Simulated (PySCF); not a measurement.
Vertical excitations of a molecule C3H11ClSi2 from PySCF with TDA-PBE/def2-SVPD, as energy in eV (oscillator strength): 6.66 (0.038), 6.67 (0.039), 7.13 (0.009), 7.15 (0.003), 7.24 (0.007), 7.42 (0.004). Lowest triplet (TDA): 6.54 eV. The structure is a stationary point at PBE0-D3(BJ)/def2-SVP. One conformer was computed; it need not be the lowest.

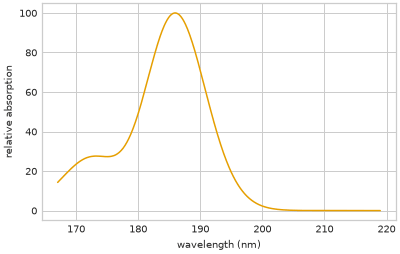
Figure. The lines broadened by 0.4 eV.

Question: Identify the compound among the candidates.
A) CC(C)[SiH2][SiH2]Cl
B) CC[Si@H](Cl)[SiH2]C
C) C[SiH2][Si](C)(C)Cl
D) C[Si](C)(Cl)C[SiH3]

Answer: D, C[Si](C)(Cl)C[SiH3]
